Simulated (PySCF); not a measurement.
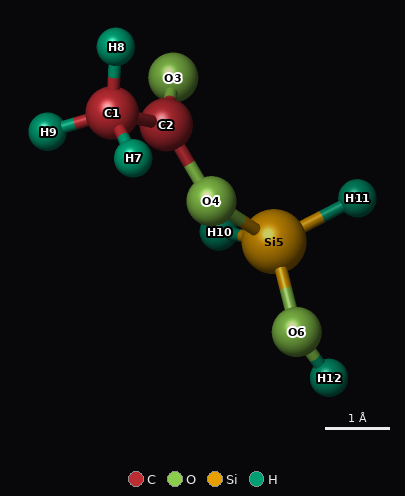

Figure 1. The structure as given in the input (ball-and-stick view, seen at a tilt; atoms are numbered from 1 in the order of the input). Bond lengths as drawn: C–C 1.50 Å, C–H 1.09 to 1.12 Å, C–O 1.19 to 1.39 Å, H–O 0.95 Å, H–Si 1.45 to 1.49 Å and O–Si 1.60 to 1.65 Å.

## Run report: C₂H₆O₃Si, excited-state calculation

System: C₂H₆O₃Si, SMILES CC(=O)O[SiH2]O.
Method: TDDFT PBE0/def2-SVPD, vertical, gas phase, core orbitals frozen in the response (PySCF 2.14.0).

The geometry comes from this level: GFN2-xTB, MD frame at 800 fs, 400 K. It belongs to a series of runs on one base structure; here: MD frame at 800 fs, 400 K.

## The program's output
```
coarse grid: 10776 points
cycle   1  E = -593.9884405654  dE =  8.642e-01  |g| = 1.102e+00  |ddm| = 4.636e+00
cycle   2  E = -593.5482743983  dE =  4.402e-01  |g| = 1.882e+00  |ddm| = 4.092e+00
cycle   3  E = -594.2118119862  dE = -6.635e-01  |g| = 2.086e-01  |ddm| = 2.876e+00
cycle   4  E = -594.2184464167  dE = -6.634e-03  |g| = 1.067e-01  |ddm| = 3.010e-01
cycle   5  E = -594.2204847516  dE = -2.038e-03  |g| = 2.241e-02  |ddm| = 1.313e-01
cycle   6  E = -594.2206018406  dE = -1.171e-04  |g| = 3.507e-03  |ddm| = 3.255e-02
cycle   7  E = -594.2206044800  dE = -2.639e-06  |g| = 6.626e-04  |ddm| = 5.622e-03
final grid: 100200 points
cycle   8  E = -594.3152692704  dE = -9.042e-06  |g| = 1.172e-02  |ddm| = 6.733e-02
cycle   9  E = -594.3152241978  dE =  4.507e-05  |g| = 1.945e-02  |ddm| = 3.326e-02
cycle  10  E = -594.3152946719  dE = -7.047e-05  |g| = 1.812e-03  |ddm| = 2.258e-02
cycle  11  E = -594.3152952821  dE = -6.103e-07  |g| = 2.840e-04  |ddm| = 2.067e-03
cycle  12  E = -594.3152952973  dE = -1.514e-08  |g| = 9.517e-05  |ddm| = 4.501e-04
cycle  13  E = -594.3152952992  dE = -1.952e-09  |g| = 1.908e-05  |ddm| = 1.359e-04
cycle  14  E = -594.3152952993  dE = -7.640e-11  |g| = 6.633e-06  |ddm| = 3.087e-05
```

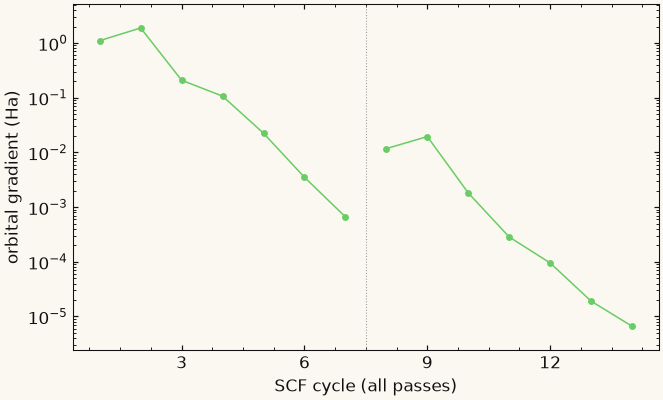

Figure 2. Convergence of the self-consistent field: orbital gradient against the SCF cycle. The dotted line marks the change from a coarse to the final integration grid. The first 7 cycles use a coarse grid, the final grid takes over at cycle 8, and the field converges after 14 cycles in all.

```
converged SCF energy = -594.3152952993

Static polarisability (au): isotropic 60.502, principal 49.539 59.534 72.434

Singlet excitations
state   eV       nm        f      main configurations
  1   5.6315    220.2   0.00053   H->L 0.85, H->L+1 0.14
  2   7.1437    173.6   0.01354   H-1->L 0.53, H->L+1 0.19, H-1->L+1 0.17
  3   7.1913    172.4   0.00155   H->L+1 0.55, H-1->L+1 0.20, H->L 0.09
  4   7.3671    168.3   0.00149   H->L+2 0.41, H-1->L+1 0.30, H-1->L 0.13
  5   7.4408    166.6   0.08370   H->L+2 0.50, H-1->L+1 0.24, H-1->L 0.19
```

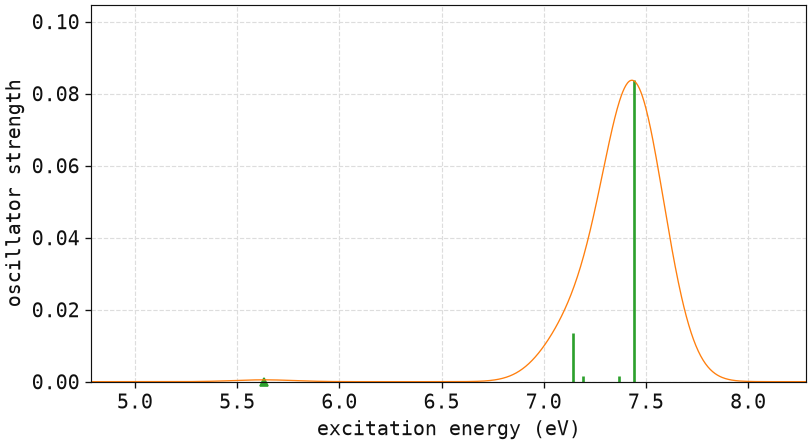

Figure 3. Computed excitations as sticks (degenerate states added up, dark ones marked on the axis), with a Gaussian envelope of 0.35 eV full width at half maximum, scaled to the tallest. Of the 5 states the lowest lies at 5.63 eV (f = 0.001); the strongest line is at 7.44 eV, or 167 nm (f = 0.084).

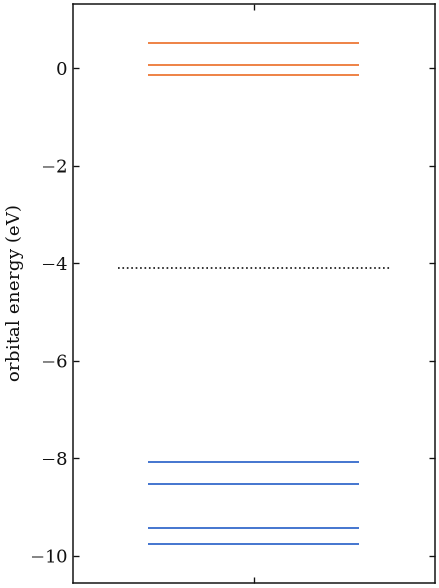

Figure 4. Orbital energies near the frontier; the dotted line parts filled from empty levels, and levels within 0.02 eV of each other stand side by side. Highest filled −8.07 eV, lowest empty −0.14 eV, 7.93 eV apart.

This output came from the following input.

## Input
```
{"job": {"kind": "uv", "xc": "PBE0", "basis": "def2-SVPD", "nstates": 5, "ntriplets": 0}, "charge": 0, "multiplicity": 1}
C      1.512400     0.522700     0.573400
C      0.206600    -0.159200     0.859000
O      0.009200    -1.098400     1.566800
O     -0.901800     0.338100     0.179700
Si    -2.483500    -0.139200     0.142900
O     -3.065200     0.919100    -0.912800
H      1.319700     1.510900     0.110700
H      2.090100     0.606300     1.490600
H      1.956800    -0.181700    -0.180100
H     -2.308100    -1.550500    -0.135100
H     -3.297100     0.014000     1.386700
H     -3.946500     0.961800    -1.273700
```

The first line tells a small driver script what to run in PySCF; the rest is the geometry in Å.

Run as:
```bash
OMP_NUM_THREADS=1 python <driver script> task.json out
```

## Key numbers

- outcome: converged
- total energy: −594.315295 hartree
- HOMO: −8.07 eV
- LUMO: −0.14 eV
- dipole moment: 2.13 D
- mean polarisability: 60.50 a.u.
- lowest excitation: 5.63 eV
- hardware: 1 CPU thread, shared host
- wall time: 16 s
- peak memory: 0.75 GiB
